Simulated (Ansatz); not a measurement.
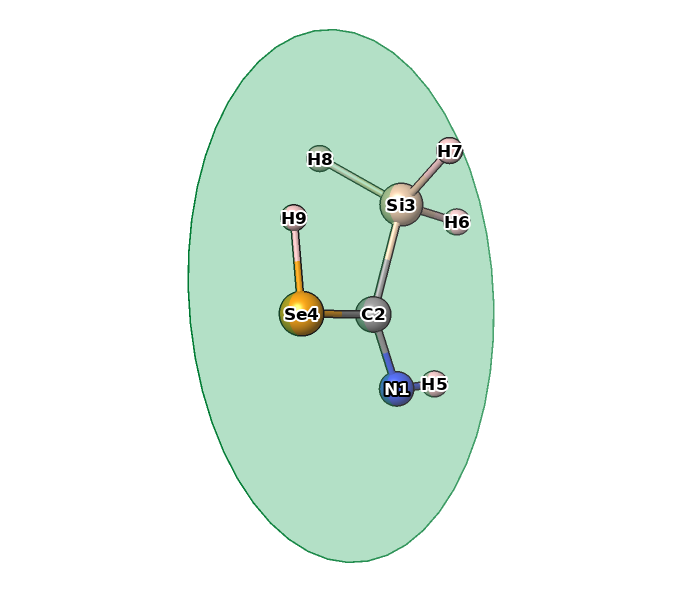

A disc through the centre of mass is drawn in. Atoms fade into the background with distance from the viewer. Computed geometry: PBE0-D4/def2-TZVP optimisation. No frequency run is at hand to confirm it as a minimum.

Question: Is the plane of the disc a mirror plane of the structure?

Answer: Yes. The reflection leaves N1, C2, Si3, Se4, H5, H6, H9 in place and moves H7 ↔ H8. The point group is Cs.
